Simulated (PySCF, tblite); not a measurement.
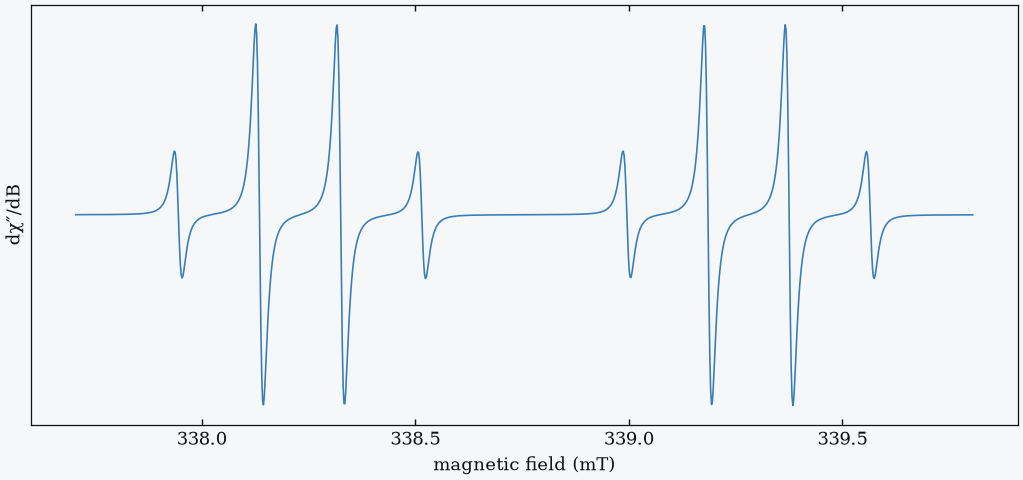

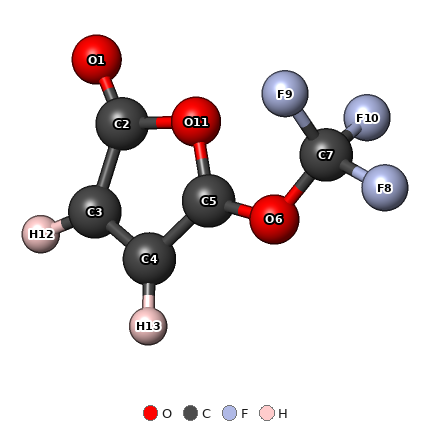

First-order isotropic EPR spectrum (fast tumbling, first derivative) of C₅H₂F₃O₃, SMILES O=C1[CH]C=C(OC(F)(F)F)O1, doublet at 9.50 GHz, Lorentzian lines of 0.03 mT full width at half height, from computed g and hyperfine couplings (B3LYP/pcH-1 in PySCF 2.14.0, at a GFN2-xTB geometry (a minimum by its frequencies), gas phase); values of one conformer, averaged over methyl-type rotors alone; other conformers aren't averaged in; no vibrational averaging; dilute isotopes left out. The SMILES is one Lewis form and needn't show where the spin sits.

Which couplings does the calculation give? The spectrum shows the sizes of those above the line width, not their signs.

Answer.
```csv
nuclei,isotope,a (mT),a (MHz)
H12,¹H,−1.05,−29.4
"F8, F9, F10",¹⁹F,0.19,5.3
```

What is the g value, and how wide is the spectrum?

Answer. g_iso = 2.0037, which centres the spectrum at 338.8 mT; it spans 1.6 mT.

Caveats: the tight-binding geometry is rougher than a DFT one and adds to the error.
